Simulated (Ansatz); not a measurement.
Converging the k-point mesh: Cd3Pt (I4mm, 4 atoms in the cell)

```xyz
4
Lattice="-2.0864 2.0864 4.3373 2.0864 -2.0864 4.3373 2.0864 2.0864 -4.3373" Properties=species:S:1:pos:R:3 pbc="T T T"
Cd     0.0000     2.0864     2.1686
Cd     2.0864     0.0000     2.1686
Cd     0.0000     0.0000     4.3873
Pt     0.0000     0.0000     0.0000
```

Level of theory: LDA (PW92), default PAW files made with PBE (plane waves; Ansatz, a program for electronic structure).

Base settings: basis.ecutwfc = 30.9 Ry; kpoints.mp_grid.grid = 11 11 11; hamiltonian.xc = lda; hamiltonian.pseudopotentials = {kind: paw} (the program's default PAW files); scf.occupations.method = fermi_dirac; scf.occupations.width = 0.0073 Ry.

Only quantities that move along the ladder and can be compared are tabulated.

The count of work is k-points × plane waves × bands × iterations; it is no time. 

The starting cell comes from a database of computed structures (which also holds hypothetical and non-ambient phases and stackings), without a prior relaxation at this level. Its lattice was rescaled by up to half a per cent. One atom was moved a little off its site on purpose. Spin polarisation is off. In the base run, with a pressure of about -9 GPa the cell is away from its equilibrium volume at this level. Ansatz's pressure includes its estimate of the finite-basis (Pulay) stress.

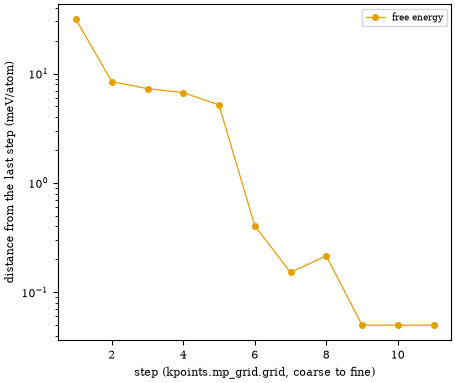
Figure: Distance from the last step along the ladder; very small values are drawn at a floor.

```tsv
kpoints.mp_grid.grid	free energy less the last step's (meV/atom)	pressure (GPa)	count of work / last
2 2 2	-31.28	-9.90	0.0042
3 3 3	8.45	-8.47	0.0072
4 4 4	-7.28	-8.52	0.016
5 5 5	-6.69	-8.75	0.022
6 6 6	-5.16	-8.70	0.036
8 8 8	-0.40	-8.65	0.071
10 10 10	-0.15	-8.70	0.12
11 11 11	0.21	-8.69	0.15
13 13 13	0.04	-8.68	0.24
16 16 16	0.02	-8.68	0.42
18 18 18	-0.02	-8.68	0.58
22 22 22	0.00	-8.68	1.0
```

Coarsest kpoints.mp_grid.grid that holds the free energy within 2 meV/atom of the last step, with all finer ones: 8 8 8, at 0.071 of the last step's count of work; the step before is off by 5.2 meV/atom.

Coarsest kpoints.mp_grid.grid that holds the pressure within 0.05 GPa of the last step, with all finer ones: 6 6 6, at 0.036 of the last step's count of work; the step before is off by 0.06 GPa.

Two neighbours can agree and both be off: 4 4 4 and 5 5 5 differ by 0.58 meV/atom in the free energy, yet lie about 6.7 meV/atom from the last step.

Keys are those of Ansatz 0.2.
